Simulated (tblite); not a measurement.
C$_{9}$H$_{12}$O$_{3}$: geometry relaxation (part 1 of 2)

The run: geometry relaxation of C$_{9}$H$_{12}$O$_{3}$. Method and program: GFN2-xTB geometry optimisation, gas phase (tblite 0.8.0).

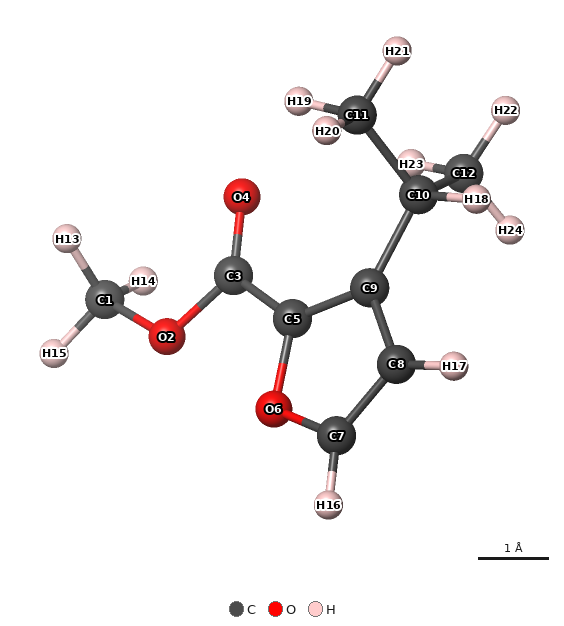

*The starting structure (ball-and-stick view, seen at a tilt; atoms are numbered from 1 in the order of the input).*

## Input
```
{"job": {"xc": "GFN2-xTB", "basis": "xTB", "kind": "relax"}, "charge": 0, "multiplicity": 1}
C      3.375500     0.021400     2.000400
O      2.502100     0.704000     1.075400
C      1.343600     0.041400     0.831600
O      1.032800    -1.022800     1.325500
C      0.528700     0.803400    -0.102300
O      1.026400     1.997000    -0.577500
C      0.127800     2.533200    -1.430000
C     -0.958500     1.714100    -1.528000
C     -0.717900     0.579400    -0.683300
C     -1.688100    -0.566700    -0.505100
C     -2.224200    -0.680900     0.915200
C     -1.124100    -1.897600    -1.010500
H      2.874900    -0.084600     2.985300
H      3.667600    -0.951700     1.599700
H      4.263500     0.640300     2.134100
H      0.396800     3.479600    -1.856100
H     -1.835600     1.895900    -2.142100
H     -2.557000    -0.353800    -1.143900
H     -1.445200    -0.954200     1.639800
H     -2.647300     0.273700     1.254800
H     -3.011300    -1.432900     0.976000
H     -1.891700    -2.670200    -0.984800
H     -0.272300    -2.236900    -0.397000
H     -0.778200    -1.811300    -2.047900
```

The first line tells a small driver script what to run in tblite; the rest is the geometry in Å.

Command:
```bash
OMP_NUM_THREADS=1 python <driver script> task.json out
```

## Log
```
step      E/eV     max force
  0   -1023.01771    1.338
  1   -1023.08627    0.597
  2   -1023.10282    0.403
  3   -1023.11170    0.283
  4   -1023.11971    0.260
  5   -1023.12828    0.189
  6   -1023.13342    0.174
  7   -1023.13658    0.162
  8   -1023.13956    0.154
  9   -1023.14257    0.128
 10   -1023.14489    0.113
 11   -1023.14633    0.073
 12   -1023.14729    0.074
 13   -1023.14815    0.086
 14   -1023.14904    0.073
 15   -1023.14987    0.072
 16   -1023.15062    0.069
 17   -1023.15126    0.066
 18   -1023.15185    0.057
 19   -1023.15242    0.061
 20   -1023.15295    0.061
 21   -1023.15336    0.052
 22   -1023.15371    0.051
 23   -1023.15405    0.054
 24   -1023.15436    0.049
 25   -1023.15460    0.033
 26   -1023.15460    0.033
 27   -1023.15470    0.024
 28   -1023.15489    0.026
 29   -1023.15495    0.027
 30   -1023.15506    0.024
 31   -1023.15515    0.023
 32   -1023.15526    0.024
 33   -1023.15534    0.021
 34   -1023.15541    0.019
 35   -1023.15548    0.021
 36   -1023.15556    0.023
 37   -1023.15566    0.026
 38   -1023.15576    0.023
 39   -1023.15584    0.023
 40   -1023.15592    0.023
 41   -1023.15603    0.032
 42   -1023.15616    0.035
 43   -1023.15628    0.024
 44   -1023.15638    0.021
 45   -1023.15647    0.021
 46   -1023.15657    0.022
 47   -1023.15664    0.017
 48   -1023.15668    0.013
 49   -1023.15671    0.015
 50   -1023.15674    0.014
 51   -1023.15676    0.012
 52   -1023.15679    0.012
 53   -1023.15681    0.008
 54   -1023.15682    0.006
 55   -1023.15682    0.006
 56   -1023.15683    0.004
 57   -1023.15683    0.003
```

## Trajectory as extended XYZ (Å, eV, eV/Å), 12 frames, from step=0 to step=57
```
24
Properties=species:S:1:pos:R:3:forces:R:3 step=0 energy=-1023.01771
C     3.3755    0.0214    2.0004   -0.3040   0.4600   0.1340
O     2.5021    0.7040    1.0754    0.0730  -1.0070   0.6500
C     1.3436    0.0414    0.8316    0.1470   0.0530   0.1070
O     1.0328   -1.0228    1.3255    0.3180   0.5060  -0.1540
C     0.5287    0.8034   -0.1023   -0.5950   0.7530  -0.9320
O     1.0264    1.9970   -0.5775   -0.2870  -0.1970  -0.0150
C     0.1278    2.5332   -1.4300    0.3550  -0.8030   0.7780
C    -0.9585    1.7141   -1.5280   -0.1650  -0.2530   0.0120
C    -0.7179    0.5794   -0.6833   -0.0410   0.1740  -0.0030
C    -1.6881   -0.5667   -0.5051   -0.1090   0.1170  -0.4330
C    -2.2242   -0.6809    0.9152    0.1590   0.1910   0.7880
C    -1.1241   -1.8976   -1.0105    0.6460  -0.2330   0.0680
H     2.8749   -0.0846    2.9853    0.1630  -0.1240  -0.5700
H     3.6676   -0.9517    1.5997   -0.1730   0.0200   0.1020
H     4.2635    0.6403    2.1341   -0.1450   0.0640  -0.1780
H     0.3968    3.4796   -1.8561   -0.1050  -0.0450  -0.0640
H    -1.8356    1.8959   -2.1421    0.3590  -0.1770   0.3120
H    -2.5570   -0.3538   -1.1439    0.0740   0.1890  -0.0360
H    -1.4452   -0.9542    1.6398   -0.0850   0.0250  -0.3950
H    -2.6473    0.2737    1.2548    0.0800  -0.1890  -0.1930
H    -3.0113   -1.4329    0.9760    0.1010   0.0420  -0.1240
H    -1.8917   -2.6702   -0.9848    0.0160   0.1050   0.0840
H    -0.2723   -2.2369   -0.3970   -0.4060   0.2500  -0.1930
H    -0.7782   -1.8113   -2.0479   -0.0770   0.0780   0.2550
24
Properties=species:S:1:pos:R:3:forces:R:3 step=5 energy=-1023.12828
C     3.3705    0.0253    2.0027   -0.1410   0.1060  -0.0680
O     2.4991    0.6819    1.0903   -0.0080   0.0470  -0.0360
C     1.3385    0.0559    0.8224    0.0970  -0.1180   0.1080
O     1.0380   -1.0049    1.3170   -0.0710  -0.1070   0.0350
C     0.5167    0.8085   -0.1217    0.0530   0.0010   0.0670
O     1.0253    1.9854   -0.5684   -0.0370  -0.0760   0.0200
C     0.1338    2.5081   -1.4034    0.0130  -0.0270   0.0140
C    -0.9554    1.7004   -1.5197   -0.0740  -0.1020   0.0540
C    -0.7298    0.5774   -0.6825    0.0920  -0.0160   0.0230
C    -1.6947   -0.5628   -0.5142    0.0120   0.0810  -0.0670
C    -2.2137   -0.6737    0.9224    0.0070   0.0270   0.0570
C    -1.1139   -1.8919   -1.0063    0.0640  -0.0060   0.0100
H     2.8761   -0.1053    2.9654   -0.0300  -0.0200   0.0620
H     3.6518   -0.9528    1.6179    0.0270  -0.1180  -0.0440
H     4.2477    0.6587    2.1101   -0.0490   0.0310  -0.0520
H     0.3775    3.4479   -1.8517    0.0060   0.1090  -0.0710
H    -1.8185    1.8812   -2.1239   -0.0800  -0.0150  -0.0370
H    -2.5550   -0.3321   -1.1531   -0.0250   0.0540  -0.0320
H    -1.4248   -0.9575    1.6156    0.0460   0.0420  -0.1390
H    -2.6440    0.2746    1.2445    0.0710  -0.0250  -0.0100
H    -2.9970   -1.4278    0.9660    0.0330  -0.0210  -0.0040
H    -1.8849   -2.6580   -0.9732   -0.0100  -0.0060   0.0370
H    -0.2799   -2.2172   -0.3897   -0.0220   0.1230   0.0440
H    -0.7750   -1.8017   -2.0372    0.0270   0.0370   0.0290
24
Properties=species:S:1:pos:R:3:forces:R:3 step=10 energy=-1023.14489
C     3.3569    0.0251    1.9969    0.0580  -0.0540   0.0360
O     2.4879    0.6740    1.0897   -0.0480  -0.0130  -0.0250
C     1.3364    0.0372    0.8316   -0.1020   0.0170  -0.0460
O     1.0327   -1.0231    1.3266    0.0050  -0.0240   0.0100
C     0.5195    0.7986   -0.1110   -0.0780  -0.0170  -0.0570
O     1.0237    1.9759   -0.5631    0.0020   0.0210  -0.0060
C     0.1309    2.4999   -1.3995   -0.0160  -0.0190   0.0030
C    -0.9602    1.6899   -1.5112    0.0790   0.0700  -0.0310
C    -0.7231    0.5700   -0.6776   -0.0740   0.0520  -0.0360
C    -1.6996   -0.5536   -0.5246   -0.0410  -0.0050   0.0040
C    -2.2063   -0.6691    0.9140    0.0230  -0.0020  -0.0350
C    -1.1110   -1.8819   -1.0020   -0.0190   0.0390   0.0080
H     2.8699   -0.1122    2.9642   -0.0120   0.0310   0.0330
H     3.6444   -0.9583    1.6179    0.0150   0.0040  -0.0290
H     4.2251    0.6709    2.0885    0.0440  -0.0070   0.0370
H     0.3675    3.4425   -1.8570    0.0130  -0.0420   0.0370
H    -1.8258    1.8652   -2.1178    0.0000  -0.0250   0.0250
H    -2.5563   -0.3088   -1.1646    0.0080  -0.0120  -0.0140
H    -1.3942   -0.9496    1.5762    0.0450  -0.0020   0.0130
H    -2.6272    0.2775    1.2443    0.0030   0.0110   0.0310
H    -2.9811   -1.4307    0.9639    0.0130   0.0040   0.0350
H    -1.8779   -2.6521   -0.9593    0.0410  -0.0180  -0.0090
H    -0.2808   -2.1769   -0.3685    0.0180   0.0230   0.0260
H    -0.7630   -1.7907   -2.0283    0.0250  -0.0330  -0.0110
24
Properties=species:S:1:pos:R:3:forces:R:3 step=15 energy=-1023.14987
C     3.3547    0.0213    1.9972   -0.0150   0.0010  -0.0100
O     2.4766    0.6660    1.0879    0.0130  -0.0200   0.0280
C     1.3223    0.0294    0.8305    0.0270  -0.0030   0.0030
O     1.0250   -1.0322    1.3274   -0.0360   0.0130  -0.0220
C     0.5080    0.7926   -0.1145    0.0140   0.0070   0.0250
O     1.0205    1.9695   -0.5606   -0.0060   0.0020  -0.0110
C     0.1335    2.4993   -1.3986   -0.0160   0.0010  -0.0160
C    -0.9594    1.6954   -1.5178   -0.0290  -0.0050   0.0120
C    -0.7344    0.5757   -0.6834    0.0150  -0.0320  -0.0040
C    -1.7079   -0.5486   -0.5307   -0.0050  -0.0260  -0.0050
C    -2.1993   -0.6663    0.9123    0.0010   0.0030   0.0000
C    -1.1079   -1.8744   -1.0001    0.0100  -0.0130  -0.0040
H     2.8685   -0.1077    2.9685    0.0230  -0.0200  -0.0510
H     3.6468   -0.9600    1.6122   -0.0240   0.0400   0.0400
H     4.2246    0.6689    2.0907   -0.0450  -0.0250  -0.0160
H     0.3726    3.4407   -1.8530    0.0410   0.0150   0.0120
H    -1.8316    1.8598   -2.1157    0.0010   0.0590  -0.0410
H    -2.5621   -0.3064   -1.1737   -0.0370  -0.0320   0.0120
H    -1.3761   -0.9457    1.5634    0.0050   0.0090  -0.0090
H    -2.6187    0.2781    1.2522    0.0090   0.0050   0.0150
H    -2.9710   -1.4302    0.9739    0.0130   0.0000   0.0240
H    -1.8644   -2.6546   -0.9567    0.0170  -0.0020   0.0070
H    -0.2792   -2.1555   -0.3570    0.0090   0.0150   0.0020
H    -0.7529   -1.7950   -2.0254    0.0170   0.0080   0.0070
24
Properties=species:S:1:pos:R:3:forces:R:3 step=20 energy=-1023.15295
C     3.3487    0.0188    1.9954   -0.0210  -0.0020  -0.0010
O     2.4681    0.6597    1.0885   -0.0150   0.0100  -0.0190
C     1.3137    0.0253    0.8280   -0.0160  -0.0010   0.0010
O     1.0093   -1.0358    1.3216    0.0170  -0.0030   0.0090
C     0.4998    0.7908   -0.1160   -0.0060  -0.0060  -0.0230
O     1.0157    1.9656   -0.5616    0.0010  -0.0130   0.0140
C     0.1319    2.4988   -1.4003    0.0180   0.0070   0.0160
C    -0.9650    1.6994   -1.5211    0.0130   0.0110  -0.0170
C    -0.7420    0.5753   -0.6904   -0.0180   0.0280  -0.0030
C    -1.7154   -0.5503   -0.5356    0.0170   0.0140   0.0130
C    -2.1929   -0.6636    0.9129    0.0060  -0.0070   0.0240
C    -1.1017   -1.8721   -0.9985    0.0140  -0.0050   0.0110
H     2.8687   -0.1130    2.9660   -0.0370  -0.0090   0.0380
H     3.6434   -0.9604    1.6162   -0.0020  -0.0540  -0.0290
H     4.2170    0.6654    2.0876    0.0000   0.0280  -0.0170
H     0.3882    3.4405   -1.8449   -0.0210   0.0140  -0.0230
H    -1.8316    1.8754   -2.1253    0.0090   0.0160  -0.0050
H    -2.5764   -0.3176   -1.1744    0.0130  -0.0150   0.0200
H    -1.3601   -0.9399    1.5527    0.0090   0.0070   0.0050
H    -2.6090    0.2799    1.2612    0.0110  -0.0040  -0.0240
H    -2.9601   -1.4300    0.9902   -0.0040  -0.0050   0.0030
H    -1.8488   -2.6604   -0.9529    0.0060  -0.0150   0.0010
H    -0.2734   -2.1367   -0.3481    0.0110  -0.0110  -0.0060
H    -0.7395   -1.7955   -2.0218   -0.0050   0.0150   0.0100
```
